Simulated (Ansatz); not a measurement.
# Molecular dynamics of BH$_{3}$OF$_{2}$ (part 1 of 5)

The run: molecular dynamics of BH$_{3}$OF$_{2}$. Method and program: RHF/def2-SVP (Ansatz 0.2.0).

It belongs to a series of runs on one base structure; here: dynamics from the highest image of the converged band. Figures and captions count atoms from 1; the log counts them from 0 in places.

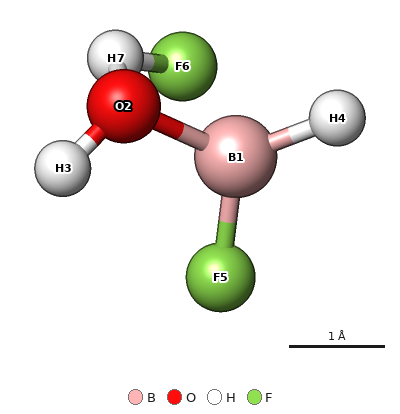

Fig. 1: The input geometry (ball-and-stick view, seen at a tilt; atoms are numbered from 1 in the order of the input). Bond lengths as drawn: B–F 1.33 Å, B–H 1.19 Å, B–O 1.49 Å, F–H 1.12 Å and H–O 0.95 to 1.22 Å.

**Input file**
```yaml
crystal:
  periodic: [false, false, false]
  atoms:
    - { symbol: B, position_ang: [0.041703, 0.082063, 0.135923] }
    - { symbol: O, position_ang: [-0.05044, 0.076382, 1.62754] }
    - { symbol: H, position_ang: [-0.851745, -0.298031, 1.970629] }
    - { symbol: H, position_ang: [1.083611, -0.241272, -0.336979] }
    - { symbol: F, position_ang: [-1.101574, -0.272952, -0.443988] }
    - { symbol: F, position_ang: [0.039548, 1.718776, 0.306168] }
    - { symbol: H, position_ang: [-0.060104, 1.257237, 1.323805] }
basis:
  gaussian: { orbitals: def2-SVP }
hamiltonian:
  xc: hf
md:
  timestep: 0.5
  n_steps: 200
  ensemble: nve
  temperature: 300.0
  initial_velocities: maxwell_boltzmann
  seed: 10356
```

Run on 1 thread of Arm Neoverse V2, 24 GiB of memory available, shared host.

Launched with:
```bash
ansatz run input.yaml --threads 1 --pin off --max-ram 2048MiB --backend cpu --events-out ev --progress --plain --runs-dir out
```

**What the program printed**
```
Engine: ansatz 0.2.0, aarch64-unknown-linux-gnu
Functional definition: HF
  exchange = exact_x
  correlation = 0
755 factors; integrals over basis functions are off by at most 2.8e-4 eV
mean field evaluation 1: about -8160.8850 eV, gradient 3.6e1 eV
mean field evaluation 2: about -8161.0078 eV, gradient 3.6e1 eV
mean field evaluation 4: about -8163.4626 eV, gradient 2.4e0 eV
mean field evaluation 8: about -8163.4911 eV, gradient 1.1e-1 eV
mean field -8163.49113209 eV, -300.0027656915 hartree, gradient 2.2e-5 eV, S^2 0.000000; 0 other end points of the search recorded, 0 dependent functions left out
the calculation of the forces begins
reference -8163.49113209 eV, -300.0027656915 hartree; 17, 17 occupied and 54, 54 virtual orbitals, 755 factors
md step     0: t =     0.00 fs  T =   300.0 K  F+E_penalty+E_count = -8163.49113209 eV  E_kin = 0.193890 eV  conserved = -8163.29724210 eV  (35 SCF iters)
these checks for a lower state are left out or cut short: starts, cluster_reference, orbital_swaps, neighbouring_geometries, increment
755 factors; integrals over basis functions are off by at most 2.8e-4 eV
mean field evaluation 16: about -8163.4865 eV, gradient 1.2e-3 eV
mean field -8163.48650199 eV, -300.0025955382 hartree, gradient 5.1e-6 eV, S^2 0.000000; 0 other end points of the search recorded, 0 dependent functions left out
the calculation of the forces begins
reference -8163.48650199 eV, -300.0025955382 hartree; 17, 17 occupied and 54, 54 virtual orbitals, 755 factors
md step     1: t =     0.50 fs  T =   293.0 K  F+E_penalty+E_count = -8163.48650199 eV  E_kin = 0.189350 eV  conserved = -8163.29715213 eV  (36 SCF iters)
[... from here on the SCF iterations and repeated set-up lines of each step are left out, up to the last step ...]
md step     2: t =     1.00 fs  T =   273.1 K  F+E_penalty+E_count = -8163.47345297 eV  E_kin = 0.176508 eV  conserved = -8163.29694461 eV  (37 SCF iters)
md step     3: t =     1.50 fs  T =   245.2 K  F+E_penalty+E_count = -8163.45520351 eV  E_kin = 0.158503 eV  conserved = -8163.29670025 eV  (37 SCF iters)
md step     4: t =     2.00 fs  T =   215.2 K  F+E_penalty+E_count = -8163.43558133 eV  E_kin = 0.139086 eV  conserved = -8163.29649498 eV  (36 SCF iters)
md step     5: t =     2.50 fs  T =   187.9 K  F+E_penalty+E_count = -8163.41782228 eV  E_kin = 0.121447 eV  conserved = -8163.29637574 eV  (36 SCF iters)
md step     6: t =     3.00 fs  T =   166.3 K  F+E_penalty+E_count = -8163.40382471 eV  E_kin = 0.107476 eV  conserved = -8163.29634905 eV  (37 SCF iters)
md step     7: t =     3.50 fs  T =   151.1 K  F+E_penalty+E_count = -8163.39404856 eV  E_kin = 0.097666 eV  conserved = -8163.29638210 eV  (36 SCF iters)
md step     8: t =     4.00 fs  T =   141.8 K  F+E_penalty+E_count = -8163.38804232 eV  E_kin = 0.091626 eV  conserved = -8163.29641635 eV  (36 SCF iters)
md step     9: t =     4.50 fs  T =   137.6 K  F+E_penalty+E_count = -8163.38534669 eV  E_kin = 0.088946 eV  conserved = -8163.29640059 eV  (36 SCF iters)
md step    10: t =     5.00 fs  T =   139.1 K  F+E_penalty+E_count = -8163.38625688 eV  E_kin = 0.089927 eV  conserved = -8163.29632992 eV  (37 SCF iters)
md step    11: t =     5.50 fs  T =   147.9 K  F+E_penalty+E_count = -8163.39185990 eV  E_kin = 0.095599 eV  conserved = -8163.29626083 eV  (37 SCF iters)
md step    12: t =     6.00 fs  T =   165.4 K  F+E_penalty+E_count = -8163.40316356 eV  E_kin = 0.106892 eV  conserved = -8163.29627197 eV  (37 SCF iters)
md step    13: t =     6.50 fs  T =   191.1 K  F+E_penalty+E_count = -8163.41992642 eV  E_kin = 0.123535 eV  conserved = -8163.29639118 eV  (36 SCF iters)
md step    14: t =     7.00 fs  T =   222.4 K  F+E_penalty+E_count = -8163.44026773 eV  E_kin = 0.143712 eV  conserved = -8163.29655553 eV  (37 SCF iters)
md step    15: t =     7.50 fs  T =   255.2 K  F+E_penalty+E_count = -8163.46161962 eV  E_kin = 0.164967 eV  conserved = -8163.29665310 eV  (37 SCF iters)
md step    16: t =     8.00 fs  T =   287.5 K  F+E_penalty+E_count = -8163.48242971 eV  E_kin = 0.185827 eV  conserved = -8163.29660303 eV  (37 SCF iters)
md step    17: t =     8.50 fs  T =   320.3 K  F+E_penalty+E_count = -8163.50341531 eV  E_kin = 0.207007 eV  conserved = -8163.29640873 eV  (37 SCF iters)
md step    18: t =     9.00 fs  T =   358.0 K  F+E_penalty+E_count = -8163.52756009 eV  E_kin = 0.231406 eV  conserved = -8163.29615389 eV  (37 SCF iters)
md step    19: t =     9.50 fs  T =   406.8 K  F+E_penalty+E_count = -8163.55886509 eV  E_kin = 0.262896 eV  conserved = -8163.29596923 eV  (59 SCF iters)
md step    20: t =    10.00 fs  T =   470.9 K  F+E_penalty+E_count = -8163.60035662 eV  E_kin = 0.304361 eV  conserved = -8163.29599605 eV  (36 SCF iters)
md step    21: t =    10.50 fs  T =   550.2 K  F+E_penalty+E_count = -8163.65194792 eV  E_kin = 0.355600 eV  conserved = -8163.29634748 eV  (37 SCF iters)
md step    22: t =    11.00 fs  T =   637.1 K  F+E_penalty+E_count = -8163.70881339 eV  E_kin = 0.411771 eV  conserved = -8163.29704231 eV  (36 SCF iters)
md step    23: t =    11.50 fs  T =   717.0 K  F+E_penalty+E_count = -8163.76130617 eV  E_kin = 0.463407 eV  conserved = -8163.29789963 eV  (35 SCF iters)
md step    24: t =    12.00 fs  T =   772.8 K  F+E_penalty+E_count = -8163.79792962 eV  E_kin = 0.499473 eV  conserved = -8163.29845640 eV  (34 SCF iters)
md step    25: t =    12.50 fs  T =   795.5 K  F+E_penalty+E_count = -8163.81225852 eV  E_kin = 0.514132 eV  conserved = -8163.29812685 eV  (35 SCF iters)
md step    26: t =    13.00 fs  T =   795.5 K  F+E_penalty+E_count = -8163.81096570 eV  E_kin = 0.514157 eV  conserved = -8163.29680873 eV  (35 SCF iters)
md step    27: t =    13.50 fs  T =   802.6 K  F+E_penalty+E_count = -8163.81421873 eV  E_kin = 0.518753 eV  conserved = -8163.29546604 eV  (34 SCF iters)
md step    28: t =    14.00 fs  T =   844.7 K  F+E_penalty+E_count = -8163.84138199 eV  E_kin = 0.545917 eV  conserved = -8163.29546549 eV  (35 SCF iters)
md step    29: t =    14.50 fs  T =   921.1 K  F+E_penalty+E_count = -8163.89220557 eV  E_kin = 0.595281 eV  conserved = -8163.29692484 eV  (35 SCF iters)
md step    30: t =    15.00 fs  T =  1001.0 K  F+E_penalty+E_count = -8163.94549327 eV  E_kin = 0.646970 eV  conserved = -8163.29852336 eV  (35 SCF iters)
md step    31: t =    15.50 fs  T =  1049.9 K  F+E_penalty+E_count = -8163.97764067 eV  E_kin = 0.678555 eV  conserved = -8163.29908612 eV  (35 SCF iters)
md step    32: t =    16.00 fs  T =  1054.3 K  F+E_penalty+E_count = -8163.97994166 eV  E_kin = 0.681425 eV  conserved = -8163.29851714 eV  (34 SCF iters)
md step    33: t =    16.50 fs  T =  1026.6 K  F+E_penalty+E_count = -8163.96088153 eV  E_kin = 0.663494 eV  conserved = -8163.29738796 eV  (35 SCF iters)
md step    34: t =    17.00 fs  T =   992.9 K  F+E_penalty+E_count = -8163.93802248 eV  E_kin = 0.641718 eV  conserved = -8163.29630487 eV  (34 SCF iters)
md step    35: t =    17.50 fs  T =   979.3 K  F+E_penalty+E_count = -8163.92856809 eV  E_kin = 0.632904 eV  conserved = -8163.29566458 eV  (36 SCF iters)
md step    36: t =    18.00 fs  T =  1001.3 K  F+E_penalty+E_count = -8163.94280233 eV  E_kin = 0.647133 eV  conserved = -8163.29566889 eV  (36 SCF iters)
md step    37: t =    18.50 fs  T =  1058.8 K  F+E_penalty+E_count = -8163.98066372 eV  E_kin = 0.684294 eV  conserved = -8163.29636960 eV  (35 SCF iters)
md step    38: t =    19.00 fs  T =  1134.7 K  F+E_penalty+E_count = -8164.03101257 eV  E_kin = 0.733383 eV  conserved = -8163.29762966 eV  (35 SCF iters)
md step    39: t =    19.50 fs  T =  1199.5 K  F+E_penalty+E_count = -8164.07424209 eV  E_kin = 0.775254 eV  conserved = -8163.29898842 eV  (35 SCF iters)
md step    40: t =    20.00 fs  T =  1223.1 K  F+E_penalty+E_count = -8164.09004791 eV  E_kin = 0.790461 eV  conserved = -8163.29958667 eV  (35 SCF iters)
md step    41: t =    20.50 fs  T =  1194.7 K  F+E_penalty+E_count = -8164.07069811 eV  E_kin = 0.772118 eV  conserved = -8163.29858053 eV  (34 SCF iters)
md step    42: t =    21.00 fs  T =  1139.3 K  F+E_penalty+E_count = -8164.03261624 eV  E_kin = 0.736335 eV  conserved = -8163.29628145 eV  (35 SCF iters)
md step    43: t =    21.50 fs  T =  1107.0 K  F+E_penalty+E_count = -8164.01014400 eV  E_kin = 0.715454 eV  conserved = -8163.29468964 eV  (36 SCF iters)
md step    44: t =    22.00 fs  T =  1131.0 K  F+E_penalty+E_count = -8164.02643904 eV  E_kin = 0.730972 eV  conserved = -8163.29546718 eV  (36 SCF iters)
md step    45: t =    22.50 fs  T =  1195.7 K  F+E_penalty+E_count = -8164.07045007 eV  E_kin = 0.772786 eV  conserved = -8163.29766357 eV  (34 SCF iters)
md step    46: t =    23.00 fs  T =  1254.5 K  F+E_penalty+E_count = -8164.10986518 eV  E_kin = 0.810754 eV  conserved = -8163.29911138 eV  (34 SCF iters)
md step    47: t =    23.50 fs  T =  1273.5 K  F+E_penalty+E_count = -8164.12201118 eV  E_kin = 0.823056 eV  conserved = -8163.29895495 eV  (35 SCF iters)
md step    48: t =    24.00 fs  T =  1253.4 K  F+E_penalty+E_count = -8164.10786338 eV  E_kin = 0.810103 eV  conserved = -8163.29776002 eV  (36 SCF iters)
md step    49: t =    24.50 fs  T =  1220.2 K  F+E_penalty+E_count = -8164.08500226 eV  E_kin = 0.788601 eV  conserved = -8163.29640081 eV  (36 SCF iters)
md step    50: t =    25.00 fs  T =  1205.3 K  F+E_penalty+E_count = -8164.07444412 eV  E_kin = 0.778975 eV  conserved = -8163.29546918 eV  (36 SCF iters)
md step    51: t =    25.50 fs  T =  1231.1 K  F+E_penalty+E_count = -8164.09090318 eV  E_kin = 0.795649 eV  conserved = -8163.29525461 eV  (36 SCF iters)
md step    52: t =    26.00 fs  T =  1302.6 K  F+E_penalty+E_count = -8164.13773755 eV  E_kin = 0.841888 eV  conserved = -8163.29584963 eV  (36 SCF iters)
md step    53: t =    26.50 fs  T =  1405.3 K  F+E_penalty+E_count = -8164.20541842 eV  E_kin = 0.908266 eV  conserved = -8163.29715244 eV  (58 SCF iters)
md step    54: t =    27.00 fs  T =  1508.4 K  F+E_penalty+E_count = -8164.27358017 eV  E_kin = 0.974850 eV  conserved = -8163.29873062 eV  (36 SCF iters)
md step    55: t =    27.50 fs  T =  1576.4 K  F+E_penalty+E_count = -8164.31850715 eV  E_kin = 1.018815 eV  conserved = -8163.29969218 eV  (36 SCF iters)
md step    56: t =    28.00 fs  T =  1590.8 K  F+E_penalty+E_count = -8164.32716570 eV  E_kin = 1.028139 eV  conserved = -8163.29902651 eV  (36 SCF iters)
md step    57: t =    28.50 fs  T =  1569.9 K  F+E_penalty+E_count = -8164.31140449 eV  E_kin = 1.014596 eV  conserved = -8163.29680888 eV  (35 SCF iters)
md step    58: t =    29.00 fs  T =  1562.5 K  F+E_penalty+E_count = -8164.30485207 eV  E_kin = 1.009820 eV  conserved = -8163.29503224 eV  (36 SCF iters)
md step    59: t =    29.50 fs  T =  1605.7 K  F+E_penalty+E_count = -8164.33344771 eV  E_kin = 1.037787 eV  conserved = -8163.29566090 eV  (36 SCF iters)
md step    60: t =    30.00 fs  T =  1686.8 K  F+E_penalty+E_count = -8164.38807350 eV  E_kin = 1.090159 eV  conserved = -8163.29791445 eV  (36 SCF iters)
md step    61: t =    30.50 fs  T =  1757.2 K  F+E_penalty+E_count = -8164.43513891 eV  E_kin = 1.135647 eV  conserved = -8163.29949220 eV  (35 SCF iters)
md step    62: t =    31.00 fs  T =  1779.3 K  F+E_penalty+E_count = -8164.44938739 eV  E_kin = 1.149977 eV  conserved = -8163.29941001 eV  (36 SCF iters)
md step    63: t =    31.50 fs  T =  1751.2 K  F+E_penalty+E_count = -8164.43002849 eV  E_kin = 1.131802 eV  conserved = -8163.29822606 eV  (36 SCF iters)
md step    64: t =    32.00 fs  T =  1697.7 K  F+E_penalty+E_count = -8164.39406397 eV  E_kin = 1.097232 eV  conserved = -8163.29683235 eV  (36 SCF iters)
md step    65: t =    32.50 fs  T =  1651.0 K  F+E_penalty+E_count = -8164.36287642 eV  E_kin = 1.067053 eV  conserved = -8163.29582293 eV  (36 SCF iters)
md step    66: t =    33.00 fs  T =  1635.3 K  F+E_penalty+E_count = -8164.35237396 eV  E_kin = 1.056884 eV  conserved = -8163.29548993 eV  (37 SCF iters)
md step    67: t =    33.50 fs  T =  1658.5 K  F+E_penalty+E_count = -8164.36782022 eV  E_kin = 1.071878 eV  conserved = -8163.29594210 eV  (37 SCF iters)
md step    68: t =    34.00 fs  T =  1709.6 K  F+E_penalty+E_count = -8164.40202598 eV  E_kin = 1.104924 eV  conserved = -8163.29710152 eV  (37 SCF iters)
md step    69: t =    34.50 fs  T =  1761.5 K  F+E_penalty+E_count = -8164.43702608 eV  E_kin = 1.138473 eV  conserved = -8163.29855277 eV  (37 SCF iters)
md step    70: t =    35.00 fs  T =  1782.3 K  F+E_penalty+E_count = -8164.45128934 eV  E_kin = 1.151880 eV  conserved = -8163.29940957 eV  (37 SCF iters)
md step    71: t =    35.50 fs  T =  1756.2 K  F+E_penalty+E_count = -8164.43366250 eV  E_kin = 1.135008 eV  conserved = -8163.29865438 eV  (37 SCF iters)
md step    72: t =    36.00 fs  T =  1703.7 K  F+E_penalty+E_count = -8164.39749778 eV  E_kin = 1.101086 eV  conserved = -8163.29641223 eV  (37 SCF iters)
md step    73: t =    36.50 fs  T =  1674.4 K  F+E_penalty+E_count = -8164.37689809 eV  E_kin = 1.082188 eV  conserved = -8163.29470974 eV  (36 SCF iters)
md step    74: t =    37.00 fs  T =  1704.0 K  F+E_penalty+E_count = -8164.39672955 eV  E_kin = 1.101311 eV  conserved = -8163.29541828 eV  (37 SCF iters)
md step    75: t =    37.50 fs  T =  1777.6 K  F+E_penalty+E_count = -8164.44647492 eV  E_kin = 1.148835 eV  conserved = -8163.29763989 eV  (36 SCF iters)
md step    76: t =    38.00 fs  T =  1846.9 K  F+E_penalty+E_count = -8164.49274247 eV  E_kin = 1.193656 eV  conserved = -8163.29908669 eV  (36 SCF iters)
md step    77: t =    38.50 fs  T =  1876.8 K  F+E_penalty+E_count = -8164.51190304 eV  E_kin = 1.212965 eV  conserved = -8163.29893813 eV  (36 SCF iters)
md step    78: t =    39.00 fs  T =  1866.2 K  F+E_penalty+E_count = -8164.50399158 eV  E_kin = 1.206145 eV  conserved = -8163.29784656 eV  (36 SCF iters)
md step    79: t =    39.50 fs  T =  1838.1 K  F+E_penalty+E_count = -8164.48460057 eV  E_kin = 1.187934 eV  conserved = -8163.29666682 eV  (36 SCF iters)
md step    80: t =    40.00 fs  T =  1819.6 K  F+E_penalty+E_count = -8164.47189732 eV  E_kin = 1.175998 eV  conserved = -8163.29589903 eV  (36 SCF iters)
md step    81: t =    40.50 fs  T =  1829.4 K  F+E_penalty+E_count = -8164.47812162 eV  E_kin = 1.182360 eV  conserved = -8163.29576188 eV  (36 SCF iters)
md step    82: t =    41.00 fs  T =  1871.0 K  F+E_penalty+E_count = -8164.50556083 eV  E_kin = 1.209229 eV  conserved = -8163.29633221 eV  (37 SCF iters)
md step    83: t =    41.50 fs  T =  1930.6 K  F+E_penalty+E_count = -8164.54527867 eV  E_kin = 1.247751 eV  conserved = -8163.29752808 eV  (37 SCF iters)
md step    84: t =    42.00 fs  T =  1980.4 K  F+E_penalty+E_count = -8164.57889620 eV  E_kin = 1.279960 eV  conserved = -8163.29893659 eV  (38 SCF iters)
md step    85: t =    42.50 fs  T =  1989.9 K  F+E_penalty+E_count = -8164.58577363 eV  E_kin = 1.286100 eV  conserved = -8163.29967383 eV  (36 SCF iters)
md step    86: t =    43.00 fs  T =  1946.5 K  F+E_penalty+E_count = -8164.55678431 eV  E_kin = 1.257998 eV  conserved = -8163.29878624 eV  (37 SCF iters)
md step    87: t =    43.50 fs  T =  1873.5 K  F+E_penalty+E_count = -8164.50739878 eV  E_kin = 1.210868 eV  conserved = -8163.29653086 eV  (37 SCF iters)
md step    88: t =    44.00 fs  T =  1820.8 K  F+E_penalty+E_count = -8164.47183942 eV  E_kin = 1.176814 eV  conserved = -8163.29502493 eV  (37 SCF iters)
md step    89: t =    44.50 fs  T =  1819.8 K  F+E_penalty+E_count = -8164.47211618 eV  E_kin = 1.176167 eV  conserved = -8163.29594888 eV  (37 SCF iters)
md step    90: t =    45.00 fs  T =  1851.6 K  F+E_penalty+E_count = -8164.49480331 eV  E_kin = 1.196704 eV  conserved = -8163.29809950 eV  (36 SCF iters)
md step    91: t =    45.50 fs  T =  1869.6 K  F+E_penalty+E_count = -8164.50754399 eV  E_kin = 1.208320 eV  conserved = -8163.29922435 eV  (36 SCF iters)
md step    92: t =    46.00 fs  T =  1845.5 K  F+E_penalty+E_count = -8164.49146013 eV  E_kin = 1.192724 eV  conserved = -8163.29873649 eV  (36 SCF iters)
md step    93: t =    46.50 fs  T =  1786.0 K  F+E_penalty+E_count = -8164.45174140 eV  E_kin = 1.154284 eV  conserved = -8163.29745743 eV  (37 SCF iters)
md step    94: t =    47.00 fs  T =  1718.5 K  F+E_penalty+E_count = -8164.40691303 eV  E_kin = 1.110652 eV  conserved = -8163.29626152 eV  (37 SCF iters)
md step    95: t =    47.50 fs  T =  1670.8 K  F+E_penalty+E_count = -8164.37542629 eV  E_kin = 1.079853 eV  conserved = -8163.29557306 eV  (37 SCF iters)
md step    96: t =    48.00 fs  T =  1659.8 K  F+E_penalty+E_count = -8164.36825251 eV  E_kin = 1.072732 eV  conserved = -8163.29552014 eV  (37 SCF iters)
md step    97: t =    48.50 fs  T =  1686.7 K  F+E_penalty+E_count = -8164.38626838 eV  E_kin = 1.090144 eV  conserved = -8163.29612401 eV  (37 SCF iters)
md step    98: t =    49.00 fs  T =  1737.0 K  F+E_penalty+E_count = -8164.41991846 eV  E_kin = 1.122634 eV  conserved = -8163.29728445 eV  (36 SCF iters)
md step    99: t =    49.50 fs  T =  1783.6 K  F+E_penalty+E_count = -8164.45135357 eV  E_kin = 1.152768 eV  conserved = -8163.29858572 eV  (36 SCF iters)
md step   100: t =    50.00 fs  T =  1798.7 K  F+E_penalty+E_count = -8164.46165481 eV  E_kin = 1.162498 eV  conserved = -8163.29915686 eV  (36 SCF iters)
md step   101: t =    50.50 fs  T =  1773.4 K  F+E_penalty+E_count = -8164.44426759 eV  E_kin = 1.146135 eV  conserved = -8163.29813211 eV  (36 SCF iters)
md step   102: t =    51.00 fs  T =  1733.9 K  F+E_penalty+E_count = -8164.41656327 eV  E_kin = 1.120599 eV  conserved = -8163.29596429 eV  (36 SCF iters)
md step   103: t =    51.50 fs  T =  1727.2 K  F+E_penalty+E_count = -8164.41115773 eV  E_kin = 1.116292 eV  conserved = -8163.29486583 eV  (36 SCF iters)
md step   104: t =    52.00 fs  T =  1775.7 K  F+E_penalty+E_count = -8164.44387190 eV  E_kin = 1.147610 eV  conserved = -8163.29626175 eV  (36 SCF iters)
md step   105: t =    52.50 fs  T =  1849.9 K  F+E_penalty+E_count = -8164.49421229 eV  E_kin = 1.195593 eV  conserved = -8163.29861975 eV  (58 SCF iters)
md step   106: t =    53.00 fs  T =  1898.3 K  F+E_penalty+E_count = -8164.52655924 eV  E_kin = 1.226890 eV  conserved = -8163.29966963 eV  (36 SCF iters)
md step   107: t =    53.50 fs  T =  1893.9 K  F+E_penalty+E_count = -8164.52305911 eV  E_kin = 1.224059 eV  conserved = -8163.29899976 eV  (35 SCF iters)
md step   108: t =    54.00 fs  T =  1847.6 K  F+E_penalty+E_count = -8164.49171211 eV  E_kin = 1.194135 eV  conserved = -8163.29757714 eV  (37 SCF iters)
md step   109: t =    54.50 fs  T =  1790.1 K  F+E_penalty+E_count = -8164.45330781 eV  E_kin = 1.156961 eV  conserved = -8163.29634653 eV  (37 SCF iters)
md step   110: t =    55.00 fs  T =  1750.1 K  F+E_penalty+E_count = -8164.42685108 eV  E_kin = 1.131122 eV  conserved = -8163.29572929 eV  (37 SCF iters)
md step   111: t =    55.50 fs  T =  1742.8 K  F+E_penalty+E_count = -8164.42218308 eV  E_kin = 1.126388 eV  conserved = -8163.29579511 eV  (37 SCF iters)
md step   112: t =    56.00 fs  T =  1766.6 K  F+E_penalty+E_count = -8164.43827370 eV  E_kin = 1.141780 eV  conserved = -8163.29649331 eV  (37 SCF iters)
md step   113: t =    56.50 fs  T =  1804.7 K  F+E_penalty+E_count = -8164.46404302 eV  E_kin = 1.166376 eV  conserved = -8163.29766716 eV  (38 SCF iters)
md step   114: t =    57.00 fs  T =  1829.8 K  F+E_penalty+E_count = -8164.48144708 eV  E_kin = 1.182587 eV  conserved = -8163.29886018 eV  (37 SCF iters)
```
